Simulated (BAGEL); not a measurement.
**CH6ClSi2 (SMILES C[Si]([SiH3])Cl) at UHF/3-21G (density fitting with cc-pvqz-jkfit)**

Aim: the energy change on altering one bond length of CH6ClSi2 at UHF/3-21G (density fitting with cc-pvqz-jkfit), from 2 runs. 

The calculation is run with BAGEL 1.2.2.

**1. The structure to begin with**

The species is CH6ClSi2 (10 atoms), meant as a doublet with charge 0. As SMILES, `C[Si]([SiH3])Cl`. Geometry: relaxed at PBE0-D4/def2-TZVP.

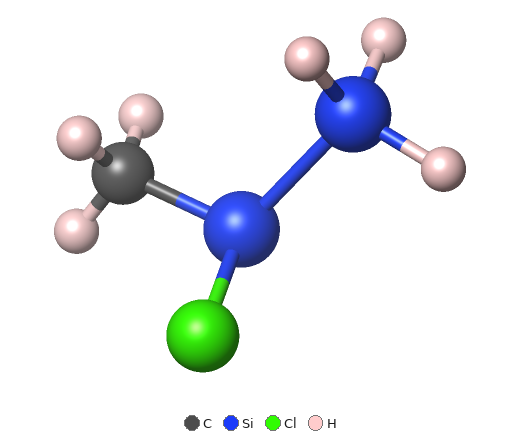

Viewed from a chosen angle; carbon dark grey, silicon blue, chlorine green, hydrogen pink.

**2. The energy at UHF/3-21G (density fitting with cc-pvqz-jkfit)**

Input file input.json:

```json
{ "bagel" : [

{
  "title" : "molecule",
  "basis" : "3-21g",
  "df_basis" : "cc-pvqz-jkfit",
  "angstrom" : true,
  "geometry" : [
    { "atom" : "C", "xyz" : [   -0.817600,    1.375900,   -0.759000 ] },
    { "atom" : "Si", "xyz" : [   -0.393400,   -0.447400,   -0.745400 ] },
    { "atom" : "Si", "xyz" : [    1.253500,   -1.073900,    0.791400 ] },
    { "atom" : "Cl", "xyz" : [   -2.123100,   -1.512600,   -0.330000 ] },
    { "atom" : "H", "xyz" : [    0.078700,    1.966200,   -0.965000 ] },
    { "atom" : "H", "xyz" : [   -1.223500,    1.680800,    0.209700 ] },
    { "atom" : "H", "xyz" : [   -1.561600,    1.592100,   -1.528300 ] },
    { "atom" : "H", "xyz" : [    1.490500,   -2.535600,    0.676400 ] },
    { "atom" : "H", "xyz" : [    0.871400,   -0.750900,    2.195100 ] },
    { "atom" : "H", "xyz" : [    2.508200,   -0.345800,    0.457800 ] }
  ]
},
{ "title" : "uhf", "nopen" : 1 },
{ "title" : "print", "file" : "orbitals.molden", "orbitals" : true }

]}
```

Launch:

```console
$ BAGEL_NUM_THREADS=1 BAGEL input.json > input.out
```

Log:

```text
* using 1 threads per process

  ===============================================================
  ===============================================================

  *** Geometry ***

  { "atom" : "C", "xyz" : [     -1.545040,      2.600074,     -1.434302 ] },
  { "atom" : "Si", "xyz" : [     -0.743418,     -0.845463,     -1.408602 ] },
  { "atom" : "Si", "xyz" : [      2.368772,     -2.029377,      1.495529 ] },
  { "atom" : "Cl", "xyz" : [     -4.012078,     -2.858400,     -0.623610 ] },
  { "atom" : "H", "xyz" : [      0.148721,      3.715580,     -1.823586 ] },
  { "atom" : "H", "xyz" : [     -2.312080,      3.176252,      0.396276 ] },
  { "atom" : "H", "xyz" : [     -2.950996,      3.008633,     -2.888068 ] },
  { "atom" : "H", "xyz" : [      2.816637,     -4.791590,      1.278211 ] },
  { "atom" : "H", "xyz" : [      1.646707,     -1.418995,      4.148138 ] },
  { "atom" : "H", "xyz" : [      4.739811,     -0.653467,      0.865117 ] },

  Number of auxiliary basis functions:      856

  Since a DF basis is specified, we compute 2- and 3-index integrals:
    o Being stored without compression. Storage requirement is 0.025 GB

  Number of basis functions:       60
  Number of electrons      :       57

    * METHOD: MOLECULE                             0.53

  *** Open-shell HF ***

  === Nuclear Repulsion ===
   257.3895750347

      * DIIS with orbital gradients will be used.

  === UHF iteration (3-21g) ===
      0      -1073.16214393          0.02410552           0.19
      1      -1073.23326727          0.00838354           0.19
      2      -1073.24233516          0.00347987           0.19
      3      -1073.24391689          0.00083414           0.19
      4      -1073.24432567          0.00025940           0.18
      5      -1073.24440137          0.00011314           0.18
      6      -1073.24442268          0.00002789           0.24
      7      -1073.24442658          0.00001088           0.19
      8      -1073.24442770          0.00000307           0.17
      9      -1073.24442784          0.00000112           0.17
     10      -1073.24442787          0.00000049           0.18
     11      -1073.24442788          0.00000023           0.19
     12      -1073.24442788          0.00000014           0.19
     13      -1073.24442788          0.00000007           0.18
     14      -1073.24442788          0.00000004           0.17
     15      -1073.24442788          0.00000002           0.17
     16      -1073.24442788          0.00000001           0.18
    * SCF iteration converged.

    * S^2 (UHF) is 0.7539

    * Permanent dipole moment:
           (   -0.893320,    -0.852030,     0.193945) a.u.

    * METHOD: UHF                                  3.34

    * METHOD: PRINT                                0.00

  ===============================================================
```

Wall time 4.2 s (1 thread of Intel Xeon 6975P-C (Granite Rapids), shared host); peak memory 0.14 GiB.

**3. The distorted shape, same level**

Input file hf.json:

```json
{ "bagel" : [

{
  "title" : "molecule",
  "basis" : "3-21g",
  "df_basis" : "cc-pvqz-jkfit",
  "angstrom" : true,
  "geometry" : [
    { "atom" : "C", "xyz" : [   -0.614648,    1.223448,   -1.243355 ] },
    { "atom" : "Si", "xyz" : [   -0.190448,   -0.599852,   -1.229755 ] },
    { "atom" : "Si", "xyz" : [    1.456452,   -1.226352,    0.307045 ] },
    { "atom" : "Cl", "xyz" : [   -1.920148,   -1.665052,   -0.814355 ] },
    { "atom" : "H", "xyz" : [    0.281652,    1.813748,   -1.449355 ] },
    { "atom" : "H", "xyz" : [   -1.223500,    1.680800,    0.209700 ] },
    { "atom" : "H", "xyz" : [   -1.358648,    1.439648,   -2.012655 ] },
    { "atom" : "H", "xyz" : [    1.693452,   -2.688052,    0.192045 ] },
    { "atom" : "H", "xyz" : [    1.074352,   -0.903352,    1.710745 ] },
    { "atom" : "H", "xyz" : [    2.711152,   -0.498252,   -0.026555 ] }
  ]
},
{ "title" : "uhf", "nopen" : 1 },
{ "title" : "print", "file" : "orbitals.molden", "orbitals" : true }

]}
```

Launch:

```console
$ BAGEL_NUM_THREADS=1 BAGEL hf.json > hf.out
```

Log:

```text
* using 1 threads per process

  ===============================================================
  ===============================================================

  *** Geometry ***

  { "atom" : "C", "xyz" : [     -1.161516,      2.311982,     -2.349600 ] },
  { "atom" : "Si", "xyz" : [     -0.359895,     -1.133556,     -2.323900 ] },
  { "atom" : "Si", "xyz" : [      2.752295,     -2.317469,      0.580231 ] },
  { "atom" : "Cl", "xyz" : [     -3.628554,     -3.146492,     -1.538908 ] },
  { "atom" : "H", "xyz" : [      0.532245,      3.427487,     -2.738884 ] },
  { "atom" : "H", "xyz" : [     -2.312080,      3.176252,      0.396276 ] },
  { "atom" : "H", "xyz" : [     -2.567473,      2.720540,     -3.803367 ] },
  { "atom" : "H", "xyz" : [      3.200160,     -5.079682,      0.362912 ] },
  { "atom" : "H", "xyz" : [      2.030231,     -1.707088,      3.232840 ] },
  { "atom" : "H", "xyz" : [      5.123335,     -0.941560,     -0.050182 ] },

  Number of auxiliary basis functions:      856

  Since a DF basis is specified, we compute 2- and 3-index integrals:
    o Being stored without compression. Storage requirement is 0.025 GB

  Number of basis functions:       60
  Number of electrons      :       57

    * METHOD: MOLECULE                             0.60

  *** Open-shell HF ***

  === Nuclear Repulsion ===
   255.6023336081

      * DIIS with orbital gradients will be used.

  === UHF iteration (3-21g) ===
      0      -1073.07658089          0.02270843           0.19
      1      -1073.14865083          0.00885341           0.18
      2      -1073.15937889          0.00412524           0.18
      3      -1073.16157943          0.00094657           0.18
      4      -1073.16236495          0.00031305           0.18
      5      -1073.16263978          0.00016533           0.18
      6      -1073.16292001          0.00011844           0.22
      7      -1073.16313331          0.00010673           0.18
      8      -1073.16370747          0.00007594           0.18
      9      -1073.16410881          0.00004390           0.18
     10      -1073.16411489          0.00002507           0.18
     11      -1073.16413197          0.00000928           0.18
     12      -1073.16413447          0.00000487           0.18
     13      -1073.16413514          0.00000108           0.18
     14      -1073.16413515          0.00000053           0.18
     15      -1073.16413516          0.00000035           0.17
     16      -1073.16413516          0.00000018           0.17
     17      -1073.16413516          0.00000005           0.17
     18      -1073.16413516          0.00000003           0.17
     19      -1073.16413516          0.00000002           0.17
     20      -1073.16413516          0.00000002           0.17
     21      -1073.16413516          0.00000001           0.17
     22      -1073.16413516          0.00000001           0.18
    * SCF iteration converged.

    * S^2 (UHF) is 0.8792

    * Permanent dipole moment:
           (   -0.982449,    -0.729621,     0.313396) a.u.

    * METHOD: UHF                                  4.26

    * METHOD: PRINT                                0.00

  ===============================================================
```

Wall time 5.4 s (1 thread of Intel Xeon 6975P-C (Granite Rapids), shared host); peak memory 0.14 GiB.

**4. What came out**

At UHF/3-21G (density fitting with cc-pvqz-jkfit):

| quantity | value |
| --- | --- |
| first shape: total energy | -1073.24443 Eh |
| first shape: dipole moment | 3.18 D |
| first shape: ⟨S²⟩ | 0.754 |
| distorted shape: total energy | -1073.16414 Eh |
| distorted shape: dipole moment | 3.21 D |
| distorted shape: ⟨S²⟩ | 0.879 |
| energy change with the C1–H6 bond stretched from 1.094 to 1.641 Å | 2.185 eV |

**Reading.** With the C1–H6 bond stretched from 1.094 to 1.641 Å the energy rises by 2.18 eV (50 kcal/mol). The first shape isn't relaxed at this level, so the change isn't measured from a minimum. ⟨S²⟩ (distorted shape) is 0.88 where a pure doublet has 0.75: the reference is spin-contaminated.
